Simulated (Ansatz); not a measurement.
# The puckered PAs bilayer (AB) between two gates, part 3 of 3

Aim: screening and gap of the neutral puckered PAs bilayer (AB) between oppositely charged gates.

Ansatz 0.2.0; plane-wave DFT, PBE-D3(BJ), Ansatz PAW.

So far, gap, the smaller of path and mesh (eV): step 3 (gated layer, displacement field 0, start network) 0.339; step 4 (displacement field 0.905 V/nm) 0.336; step 5 (displacement field 1.81 V/nm) 0.328; step 6 (displacement field 2.71 V/nm) 0.315.

**7. Gated layer, displacement field 3.62 V/nm**

input.yaml

```yaml
crystal:
  lattice:
    - [4.2735511435, 0.0, 0.0]
    - [0.0, 3.538840831, 0.0]
    - [0.0, 0.0, 45.6727588107]
  atoms:
    - { symbol: P, position: [0.0660404991, 0.0, 0.419231157] }
    - { symbol: As, position: [0.4355051575, 0.5, 0.414908153] }
    - { symbol: As, position: [0.9342444757, 0.0, 0.4695352018] }
    - { symbol: P, position: [0.5642098678, 0.5, 0.4652929062] }
    - { symbol: P, position: [0.0642098678, 0.5, 0.5347070938] }
    - { symbol: As, position: [0.4342444757, 0.0, 0.5304647982] }
    - { symbol: As, position: [0.9355051575, 0.5, 0.585091847] }
    - { symbol: P, position: [0.5660404991, 0.0, 0.580768843] }
  periodic: [true, true, false]
  symmetry: { detect: true }
kpoints:
  mp_grid: { grid: [16, 20, 1] }
  band_path:
    path:
      - [0, 0, 0]
      - [0.5, 0, 0]
      - [0.5, 0.5, 0]
      - [0, 0, 0]
      - [0, 0.5, 0]
      - [0.5, 0.5, 0]
    npoints: 16
hamiltonian:
  xc: pbe
  dispersion: d3bj
scf:
  occupations: { method: fermi_dirac, width: 0.02585 }
  convergence: { dr2_threshold: 1.0e-10 }
output:
  forces: true
  eigenvalues: true
  dos: { projected: true, e_range: [-3, 3], de: 0.01 }
  write_potential: true
  write_density: true
  volumetric_format: npy
  elf: true
external_charges:
  - { charge: 0, barrier: 10, axis: 3, height: 30.223, sigma: 0.25 }
  - { charge: -0.030247, axis: 3, height: 31.723, sigma: 0.5 }
  - { charge: 0, barrier: 10, axis: 3, height: 15.45, sigma: 0.25 }
  - { charge: 0.030247, axis: 3, height: 13.95, sigma: 0.5 }
```

Started as:

```sh
> ansatz run input.yaml --threads 4 --pin off --max-ram 8192MiB --backend cpu --events-out ev --progress --plain --runs-dir out
```

Numbers of over 12 decimals in the logs are rounded to 6 here.

The log of the run:

```text
[...]
Crystal: 8 atoms, lattice volume = 690.728 Å³
Basis set: ecut = 420 eV, 13465 PW (Γ), exchange–correlation on 60×48×640 points (8 copies of the dense FFT grid, shifted against one another)
Bands: 48, of which v1, the nominal top of the filled ones, is band 40 counted from 1 (39 counted from 0)
Symmetry: 2 space group operations
k-points: 99 of 320 (time reversal used)
[...]
--- Band table (eV; the first three rows and the last of 99) ---
  k-point 0: bands = [... 36 lower, -6.3643, -6.0327, -4.9658, -4.5835, -3.8658, -3.0416, -2.9389, -2.6597, ... 4 higher]
  k-point 1: bands = [... 36 lower, -6.4038, -6.1598, -4.9519, -4.5843, -3.8630, -2.9770, -2.7606, -2.4999, ... 4 higher]
  k-point 2: bands = [... 36 lower, -6.4609, -6.3190, -4.9489, -4.6129, -3.8540, -2.8833, -2.2402, -2.0125, ... 4 higher]
  k-point 98: bands = [... 36 lower, -6.4124, -6.3579, -6.2652, -6.2256, -2.1219, -2.0976, -1.9647, -1.9612, ... 4 higher]
[key lines of the parts left out:]
SCF converged after 15 iterations
Free energy (F): -22449.195560 eV
Fermi energy:    -4.067179 eV
```

The job ended after 99 s (4 threads of AMD EPYC 9R14 (Zen 4), shared host; peak memory 3 GiB; 6.5 min of CPU time).

The gap, the smaller of path and mesh, is 0.299 eV.

**8. Gated layer, displacement field -1.81 V/nm**

input.yaml: that of step 7 with these lines changed.

```diff
@@ -43,4 +43,4 @@
   - { charge: 0, barrier: 10, axis: 3, height: 30.223, sigma: 0.25 }
-  - { charge: -0.030247, axis: 3, height: 31.723, sigma: 0.5 }
+  - { charge: 0.015123, axis: 3, height: 31.723, sigma: 0.5 }
   - { charge: 0, barrier: 10, axis: 3, height: 15.45, sigma: 0.25 }
-  - { charge: 0.030247, axis: 3, height: 13.95, sigma: 0.5 }
+  - { charge: -0.015123, axis: 3, height: 13.95, sigma: 0.5 }
```

The log of the run:

```text
[...]
Crystal: 8 atoms, lattice volume = 690.728 Å³
Basis set: ecut = 420 eV, 13465 PW (Γ), exchange–correlation on 60×48×640 points (8 copies of the dense FFT grid, shifted against one another)
Bands: 48, of which v1, the nominal top of the filled ones, is band 40 counted from 1 (39 counted from 0)
Symmetry: 2 space group operations
k-points: 99 of 320 (time reversal used)
[...]
--- Band table (eV; the first three rows and the last of 99) ---
  k-point 0: bands = [... 36 lower, -6.3476, -6.0373, -4.9522, -4.5822, -3.8559, -3.0303, -2.9329, -2.6623, ... 4 higher]
  k-point 1: bands = [... 36 lower, -6.4047, -6.1667, -4.9380, -4.5837, -3.8528, -2.9730, -2.7451, -2.5047, ... 4 higher]
  k-point 2: bands = [... 36 lower, -6.4664, -6.3304, -4.9340, -4.6145, -3.8431, -2.8813, -2.2196, -2.0200, ... 4 higher]
  k-point 98: bands = [... 36 lower, -6.3697, -6.3189, -6.2959, -6.2525, -2.0759, -2.0568, -1.9971, -1.9883, ... 4 higher]
[key lines of the parts left out:]
SCF converged after 17 iterations
Free energy (F): -22449.225959 eV
Fermi energy:    -4.067345 eV
```

Wall time 100 s (4 threads); peak memory 3 GiB; 6.6 min of CPU time.

The gap, the smaller of path and mesh, is 0.328 eV.

**9. The series together**

This step: plane-wave DFT, PBE-D3(BJ), Ansatz PAW; response to a displacement field between two gates (Ansatz 0.2.0).

The potential behind each gate is read from every run and counted from the uncharged case.

This step gave:

```yaml
electrostatic_distance_between_the_gates: 7.969 Å
geometric_distance_between_the_gates: 17.77 Å
```

Electron's potential behind the upper gate less behind the lower, less the value without field. Step of the electron's potential energy between the gates against displacement field D/eps0:

```csv
displacement field D/eps0 (V/nm),step of the electron's potential energy between the gates (eV)
-1.81,-1.44
0.00,0
0.90,0.721
1.81,1.44
2.71,2.16
3.62,2.88
```

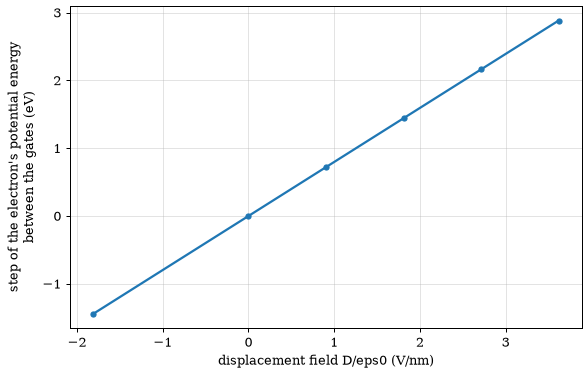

Step of the electron's potential energy between the gates against displacement field D/eps0.

The smaller of the gaps on the path and on the k-mesh, counted as 0 under 0.03 eV. The gap by displacement field D/eps0:

```
displacement field D/eps0 (V/nm)  gap (eV)
                           -1.81     0.328
                            0.00     0.339
                            0.90     0.336
                            1.81     0.328
                            2.71     0.315
                            3.62     0.299
```

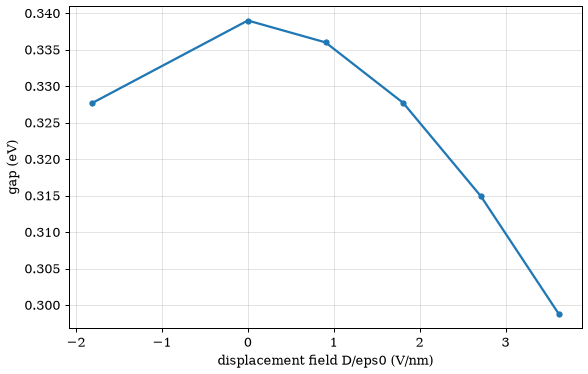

Gap, plotted against displacement field D/eps0.

By hand: 3.62 V/nm over the 17.77 Å between the sheets would give 6.43 V in vacuum; the run has 2.88 V, as over 7.97 Å.

**10. A changed input**

This step: plane-wave DFT, PBE-D3(BJ), Ansatz PAW (Ansatz 0.2.0).

A run with a changed input: it repeats the earlier run at 0.905 V/nm with scf.n_extra_bands to 2, crystal.symmetry from detect: true to detect: false and kpoints.mp_grid.grid from [16, 20, 1] to [13, 16, 1].

input.yaml: that of step 8 with these lines changed.

```diff
@@ -15,5 +15,5 @@
   periodic: [true, true, false]
-  symmetry: { detect: true }
+  symmetry: { detect: false }
 kpoints:
-  mp_grid: { grid: [16, 20, 1] }
+  mp_grid: { grid: [13, 16, 1] }
   band_path:
@@ -33,2 +33,3 @@
   convergence: { dr2_threshold: 1.0e-10 }
+  n_extra_bands: 2
 output:
@@ -36,3 +37,2 @@
   eigenvalues: true
-  dos: { projected: true, e_range: [-3, 3], de: 0.01 }
   write_potential: true
@@ -40,7 +40,6 @@
   volumetric_format: npy
-  elf: true
 external_charges:
   - { charge: 0, barrier: 10, axis: 3, height: 30.223, sigma: 0.25 }
-  - { charge: 0.015123, axis: 3, height: 31.723, sigma: 0.5 }
+  - { charge: -0.007562, axis: 3, height: 31.723, sigma: 0.5 }
   - { charge: 0, barrier: 10, axis: 3, height: 15.45, sigma: 0.25 }
-  - { charge: -0.015123, axis: 3, height: 13.95, sigma: 0.5 }
+  - { charge: 0.007562, axis: 3, height: 13.95, sigma: 0.5 }
```

The log of the run:

```text
[...]
Crystal: 8 atoms, lattice volume = 690.728 Å³
Basis set: ecut = 420 eV, 13465 PW (Γ), exchange–correlation on 60×48×640 points (8 copies of the dense FFT grid, shifted against one another)
Bands: 42, of which v1, the nominal top of the filled ones, is band 40 counted from 1 (39 counted from 0)
Symmetry: 1 space group operations
k-points: 105 of 208 (time reversal used)
[...]
SCF iter  16: F=-22449.233604 eV  HF=-22449.233604 eV  |F-HF|=2.91e-11  |Δ(HF+E_count)|=  5.09e-11  Δρ=4.05e-8  dr2=2.72e-11  ethr=1.00e-12  ⟨swp⟩=13.4  Hψ=34721  notcnv=0
SCF 1 converged in 16 iterations: F = -22449.233604 eV  dr2 = 2.72e-11
[...]
SCF converged after 16 iterations
Free energy (F): -22449.233604 eV
[...]
Internal energy: -22449.233594 eV  (E = F + TS)
E sigma→0 (E₀):  -22449.233599 eV
Entropy (-TS):   -0.000010 eV (-0.001 meV/atom)
Fermi energy:    -4.066799 eV
[...]
--- Forces (eV/Å), atoms and charges each counted from 1 ---
  atom   1  P     -0.00150820     0.00000000    -0.00434160
  atom   2  As    -0.00032794    -0.00000000     0.01291586
  atom   3  As     0.00243079    -0.00000000     0.00286258
  atom   4  P     -0.00254940     0.00000000    -0.00233657
  atom   5  P     -0.00183488    -0.00000000    -0.00037847
  atom   6  As     0.00037145     0.00000000     0.00732685
  atom   7  As     0.00815819    -0.00000000    -0.00623335
  atom   8  P     -0.00473972    -0.00000000    -0.00857635
  external charge   1     0.00000000     0.00000000     0.01032684
  external charge   2     0.00000000     0.00000000    -0.00034234
  external charge   3     0.00000000     0.00000000    -0.01156498
  external charge   4     0.00000000     0.00000000     0.00034182
  max |Σ_I F_I| component, the external charges' with the atoms': 2.92e-7 eV/Å
--- Band table (eV; the first three rows and the last of 105) ---
  k-point 0: bands = [... 36 lower, -6.3434, -6.0386, -4.9488, -4.5820, -3.8535, -3.0276]
  k-point 1: bands = [... 36 lower, -6.4118, -6.2301, -4.9303, -4.5867, -3.8489, -2.9496]
  k-point 2: bands = [... 36 lower, -6.4436, -6.3048, -4.9452, -4.6589, -3.8256, -2.8375]
  k-point 104: bands = [... 36 lower, -5.2679, -5.0980, -4.7631, -4.6738, -3.0170, -2.8707]
```

Run time: 93 s. Hardware: 4 threads; peak memory 2.5 GiB.

```csv
quantity,this run,earlier run,difference
gap along the path (eV),0.3404,0.3404,1.0e-6
smallest direct gap along the path (eV),0.7285,0.7285,-5.0e-6
"potential beyond the upper barrier and gate, less the barrier, from the Fermi level (eV)",4.427,4.429,-0.0011
```

Nothing in the table moves by 0.01 in its unit. The run took 16 SCF cycles against 17.

The change did no harm here.

**11. A changed input**

An input spoilt on purpose, to show how the run answers: it repeats the earlier run at 0.905 V/nm with crystal.atoms[0].symbol from P to Px, and scf.max_iter set to 80.

input.yaml: that of step 10 with these lines changed.

```diff
@@ -6,3 +6,3 @@
   atoms:
-    - { symbol: P, position: [0.0660404991, 0.0, 0.419231157] }
+    - { symbol: Px, position: [0.0660404991, 0.0, 0.419231157] }
     - { symbol: As, position: [0.4355051575, 0.5, 0.414908153] }
@@ -15,5 +15,5 @@
   periodic: [true, true, false]
-  symmetry: { detect: false }
+  symmetry: { detect: true }
 kpoints:
-  mp_grid: { grid: [13, 16, 1] }
+  mp_grid: { grid: [16, 20, 1] }
   band_path:
@@ -33,3 +33,3 @@
   convergence: { dr2_threshold: 1.0e-10 }
-  n_extra_bands: 2
+  max_iter: 80
 output:
```

The log of the run:

```text
Error: YAML parse error: error: line 7 column 17: `Px` is not an element symbol (H … Og, case-exact)
 --> <input>:7:17
  |
5 |     - [0.0, 0.0, 45.6727588107]
6 |   atoms:
7 |     - { symbol: Px, position: [0.0660404991, 0.0, 0.419231157] }
  |                 ^ `Px` is not an element symbol (H … Og, case-exact)
8 |     - { symbol: As, position: [0.4355051575, 0.5, 0.414908153] }
9 |     - { symbol: As, position: [0.9342444757, 0.0, 0.4695352018] }
  |
```

The job ended after 0.03 s (4 threads; peak memory 0.027 GiB).

The program refused the input before any cycle.

The program's message: “Error: YAML parse error: error: line 7 column 17: `Px` is not an element symbol (H … Og, case-exact)”

The fault put into the input: an unknown element.

**12. Results**

```json
{
  "gap with uncharged gates": "0.339 eV",
  "electrostatic distance between the gates": "7.97 Å",
  "geometric distance between the gates": "17.8 Å",
  "gap at 3.62 V/nm": "0.299 eV"
}
```

The gap goes from 0.34 to 0.30 eV at 3.6 V/nm. The layers screen the field: the voltage is that of a vacuum gap 9.8 Å narrower than the real distance. The gates are charged sheets behind model barriers, not atoms. Gaps are the smaller of those on the path and on the mesh; band edges between these points would make them smaller still. Spin-orbit coupling is left out.

[Logs are printed without paths, hosts, clocks, repeated set-up lines and the standing remarks that a program may print on its own settings, such as how far it seeks lower states.]

[Hosts, paths, dates, database ids (printed as entryN), source tags and the programs' standing remarks are cut or masked in the printed files.]

[Maps of the electrostatic potential energy from Ansatz leave out the sawtooth potential of an applied field or a dipole correction, so their vacuum need not be flat; planar profiles and work functions include it.]
